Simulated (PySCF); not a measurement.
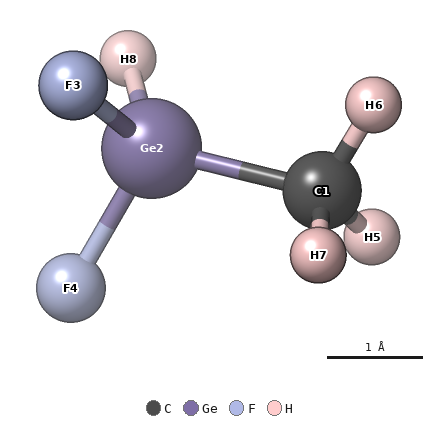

*The structure as given in the input (ball-and-stick view, seen at a tilt; atoms are numbered from 1 in the order of the input). Sticks mark near contacts.*

CH4F2Ge: single-point calculation

- system: CH4F2Ge, SMILES [CH3][GeH]([F])[F]
- method: CAM-B3LYP/def2-SVP, RKS (PySCF 2.14.0)

The geometry comes from this level: PBE0-D4/def2-TZVP.

## Input file (run.py)
```python
# [CH3][GeH]([F])[F]
from pyscf import gto, dft

mol = gto.Mole()
mol.atom = '''
C     -0.327500     0.971500    -0.228700
Ge     0.203500    -0.811600     0.254400
F      1.873600    -0.782400     0.707300
F      0.164100    -1.799000    -1.166500
H     -1.357000     0.970900    -0.588000
H     -0.248000     1.632700     0.634700
H      0.329200     1.333300    -1.020100
H     -0.545800    -1.572800     1.351200
'''
mol.verbose = 4
mol.charge = 0
mol.max_memory = 40
mol.basis = 'def2-svp'
mol.build()

ks = dft.RKS(mol, xc='cam-b3lyp')
ks.direct_scf_tol = 1e-08
ks.max_cycle = 60
ks.conv_tol = 1e-08
ks.grids.level = 4
ks.kernel()

energy = ks.e_tot
print(f'total energy: {energy:.8f} hartree')
```

Run as:
```bash
OMP_NUM_THREADS=1 python run.py
```

## The program's output
```
PySCF version 2.14.0

[INPUT] num. atoms = 8
[INPUT] num. electrons = 60
[INPUT] charge = 0
[INPUT] spin (= nelec alpha-beta = 2S) = 0
[INPUT] symmetry False subgroup None
[INPUT] Mole.unit = angstrom
[INPUT] Symbol           X                Y                Z      unit          X                Y                Z       unit  Magmom
[INPUT]  1 C     -0.327500000000   0.971500000000  -0.228700000000 AA   -0.618885305795   1.835868930015  -0.432180364688 Bohr   0.0
[INPUT]  2 Ge     0.203500000000  -0.811600000000   0.254400000000 AA    0.384559266349  -1.533701722697   0.480746326089 Bohr   0.0
[INPUT]  3 F      1.873600000000  -0.782400000000   0.707300000000 AA    3.540590866985  -1.478521719860   1.336603287905 Bohr   0.0
[INPUT]  4 F      0.164100000000  -1.799000000000  -1.166500000000 AA    0.310104057041  -3.399617298093  -2.204365524305 Bohr   0.0
[INPUT]  5 H     -1.357000000000   0.970900000000  -0.588000000000 AA   -2.564358351035   1.834735094340  -1.111158961244 Bohr   0.0
[INPUT]  6 H     -0.248000000000   1.632700000000   0.634700000000 AA   -0.468652078892   3.085355843577   1.199409171261 Bohr   0.0
[INPUT]  7 H      0.329200000000   1.333300000000  -1.020100000000 AA    0.622097840207   2.519571841883  -1.927709619669 Bohr   0.0
[INPUT]  8 H     -0.545800000000  -1.572800000000   1.351200000000 AA   -1.031412518788  -2.972161248716   2.553397939512 Bohr   0.0

nuclear repulsion = 318.452250652634
number of shells = 42
number of NR pGTOs = 174
number of NR cGTOs = 94
basis = def2-svp
ecp = {}

******** <class 'pyscf.dft.rks.RKS'> ********
method = RKS
initial guess = minao
damping factor = 0
level_shift factor = 0
DIIS = <class 'pyscf.scf.diis.CDIIS'>
diis_start_cycle = 1
diis_space = 8
diis_damp = 0
SCF conv_tol = 1e-08
SCF conv_tol_grad = None
SCF max_cycles = 60
direct_scf = True
direct_scf_tol = 1e-08
XC library pyscf.dft.libxc version 7.0.0
    S. Lehtola, C. Steigemann, M. J.T. Oliveira, and M. A.L. Marques.,  SoftwareX 7, 1–5 (2018)
XC functionals = cam-b3lyp
    T. Yanai, D. P. Tew, and N. C. Handy.,  Chem. Phys. Lett. 393, 51 (2004)
radial grids:
    Treutler-Ahlrichs [JCP 102, 346 (1995); DOI:10.1063/1.469408] (M4) radial grids

becke partition: Becke, JCP 88, 2547 (1988); DOI:10.1063/1.454033
pruning grids: <function nwchem_prune>
grids dens level: 4
symmetrized grids: False
atomic radii adjust function: <function treutler_atomic_radii_adjust>
small_rho_cutoff = 0
Set gradient conv threshold to 0.0001
Initial guess from minao.
tot grids = 179304
init E= -2316.27410762982
  HOMO = -0.355728524945871  LUMO = 0.000122473099483322  gap/eV = 9.68320
cycle= 1 E= -2316.73882301984  delta_E= -0.465  |g|= 0.926  |ddm|= 2.69
  HOMO = -0.306892624377547  LUMO = 0.0571558410492772  gap/eV = 9.90626
cycle= 2 E= -2316.62933986491  delta_E= 0.109  |g|=  1.3  |ddm|= 1.61
  HOMO = -0.393782236365099  LUMO = 0.0702039702527992  gap/eV = 12.62571
cycle= 3 E= -2316.88199099378  delta_E= -0.253  |g|= 0.0584  |ddm|= 0.913
  HOMO = -0.395398014532987  LUMO = 0.0734631576548033  gap/eV = 12.75836
cycle= 4 E= -2316.88254727399  delta_E= -0.000556  |g|= 0.0302  |ddm|= 0.07
  HOMO = -0.393742409907456  LUMO = 0.0754198041230753  gap/eV = 12.76655
cycle= 5 E= -2316.88271981065  delta_E= -0.000173  |g|= 0.0027  |ddm|= 0.0234
  HOMO = -0.393986119852495  LUMO = 0.0753630788432026  gap/eV = 12.77164
cycle= 6 E= -2316.88272175127  delta_E= -1.94e-06  |g|= 0.00055  |ddm|= 0.00397
  HOMO = -0.394035795399789  LUMO = 0.0753426020171915  gap/eV = 12.77244
cycle= 7 E= -2316.88272188351  delta_E= -1.32e-07  |g|= 0.000242  |ddm|= 0.00104
  HOMO = -0.394013426158568  LUMO = 0.0753559548045325  gap/eV = 12.77219
cycle= 8 E= -2316.88272196962  delta_E= -8.61e-08  |g|= 5.8e-05  |ddm|= 0.000257
  HOMO = -0.394023268062199  LUMO = 0.0753504892858058  gap/eV = 12.77231
cycle= 9 E= -2316.88272203387  delta_E= -6.42e-08  |g|= 1.02e-05  |ddm|= 9.69e-05
  HOMO = -0.394021352743937  LUMO = 0.0753513580169458  gap/eV = 12.77228
cycle= 10 E= -2316.88272223348  delta_E= -2e-07  |g|= 4.11e-06  |ddm|= 1.97e-05
  HOMO = -0.394021329970999  LUMO = 0.0753509097199064  gap/eV = 12.77227
cycle= 11 E= -2316.88272169124  delta_E= 5.42e-07  |g|= 3.63e-06  |ddm|= 1.06e-05
  HOMO = -0.394021269932503  LUMO = 0.0753510118743374  gap/eV = 12.77227
cycle= 12 E= -2316.8827225246  delta_E= -8.33e-07  |g|= 2.15e-06  |ddm|= 5.4e-06
  HOMO = -0.394021260188729  LUMO = 0.0753510168757495  gap/eV = 12.77227
cycle= 13 E= -2316.88272376645  delta_E= -1.24e-06  |g|= 3.19e-06  |ddm|= 1.7e-06
  HOMO = -0.394021259046626  LUMO = 0.0753509873376671  gap/eV = 12.77227
cycle= 14 E= -2316.88272395062  delta_E= -1.84e-07  |g|= 2.77e-06  |ddm|= 1.31e-06
  HOMO = -0.394021276701638  LUMO = 0.0753510366779478  gap/eV = 12.77227
cycle= 15 E= -2316.88272412133  delta_E= -1.71e-07  |g|= 2.59e-06  |ddm|= 3.07e-06
  HOMO = -0.394021300451089  LUMO = 0.075351117554006  gap/eV = 12.77227
cycle= 16 E= -2316.88272365456  delta_E= 4.67e-07  |g|= 1.92e-06  |ddm|= 3.43e-06
  HOMO = -0.394021338685879  LUMO = 0.0753512032572621  gap/eV = 12.77228
cycle= 17 E= -2316.88272274293  delta_E= 9.12e-07  |g|= 1.8e-06  |ddm|= 1.79e-06
  HOMO = -0.394021348799919  LUMO = 0.0753511707416261  gap/eV = 12.77228
cycle= 18 E= -2316.88272305257  delta_E= -3.1e-07  |g|= 1.85e-06  |ddm|= 1.54e-06
  HOMO = -0.394021349061606  LUMO = 0.0753511855192912  gap/eV = 12.77228
cycle= 19 E= -2316.8827239736  delta_E= -9.21e-07  |g|= 2.3e-06  |ddm|= 2.44e-06
  HOMO = -0.394021354897845  LUMO = 0.0753511060565095  gap/eV = 12.77228
cycle= 20 E= -2316.88272393148  delta_E= 4.21e-08  |g|= 2.65e-06  |ddm|= 2.25e-06
  HOMO = -0.394021406748225  LUMO = 0.0753513994162173  gap/eV = 12.77228
cycle= 21 E= -2316.88272352282  delta_E= 4.09e-07  |g|= 2.61e-06  |ddm|= 5.57e-06
  HOMO = -0.394021381392899  LUMO = 0.0753512385245187  gap/eV = 12.77228
cycle= 22 E= -2316.88272387531  delta_E= -3.52e-07  |g|= 2.48e-06  |ddm|= 3.63e-06
  HOMO = -0.394021389909299  LUMO = 0.075351193825934  gap/eV = 12.77228
cycle= 23 E= -2316.88272441304  delta_E= -5.38e-07  |g|= 3.5e-06  |ddm|= 2.02e-06
  HOMO = -0.394021380617643  LUMO = 0.0753513782902654  gap/eV = 12.77228
cycle= 24 E= -2316.88272402661  delta_E= 3.86e-07  |g|= 3.65e-06  |ddm|= 3.63e-06
  HOMO = -0.394021365247119  LUMO = 0.0753513191611517  gap/eV = 12.77228
cycle= 25 E= -2316.88272458099  delta_E= -5.54e-07  |g|= 4.07e-06  |ddm|= 1.87e-06
  HOMO = -0.394021368588611  LUMO = 0.0753512063167744  gap/eV = 12.77228
cycle= 26 E= -2316.88272462698  delta_E= -4.6e-08  |g|= 4.35e-06  |ddm|= 1.84e-06
  HOMO = -0.394021403481887  LUMO = 0.0753510791849115  gap/eV = 12.77228
cycle= 27 E= -2316.88272450324  delta_E= 1.24e-07  |g|= 3.65e-06  |ddm|= 6.94e-06
  HOMO = -0.394021408681661  LUMO = 0.0753512356077786  gap/eV = 12.77228
cycle= 28 E= -2316.88272447001  delta_E= 3.32e-08  |g|= 3.2e-06  |ddm|= 6.75e-06
  HOMO = -0.394021425345256  LUMO = 0.0753512975159651  gap/eV = 12.77228
cycle= 29 E= -2316.88272447346  delta_E= -3.45e-09  |g|= 3.38e-06  |ddm|= 3.15e-06
  HOMO = -0.394021491769807  LUMO = 0.0753511646199234  gap/eV = 12.77228
```

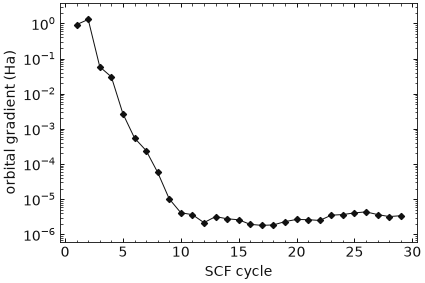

*Convergence of the self-consistent field: orbital gradient against the SCF cycle.*

The residual lingers near 3 × 10⁻⁶ from about step 10 to 29 before it falls again.

```
Extra cycle  E= -2316.88272456215  delta_E= -8.87e-08  |g|= 1.73e-06  |ddm|= 1.91e-05
converged SCF energy = -2316.88272456215
total energy: -2316.88272456 hartree
```

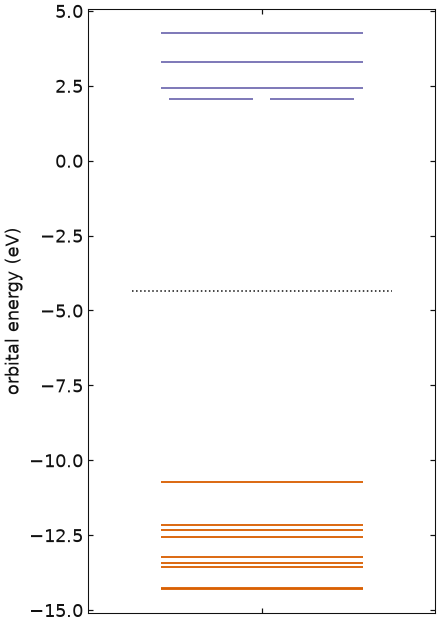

*Orbital energies near the frontier; the dotted line parts filled from empty levels, and levels within 0.02 eV of each other stand side by side.*

Highest filled −10.72 eV, lowest empty 2.05 eV, 12.77 eV apart.

## Results in brief

| quantity | value |
| --- | --- |
| outcome | converged |
| total energy | −2316.882725 hartree |
| basis functions | 94 |
| HOMO | −10.72 eV |
| LUMO | 2.05 eV |
| dipole moment | 3.15 D |
| hardware | 1 thread of Arm Neoverse V2, 24 GiB of memory available, shared host |
| wall time | 47 s |
| peak memory | 0.13 GiB |
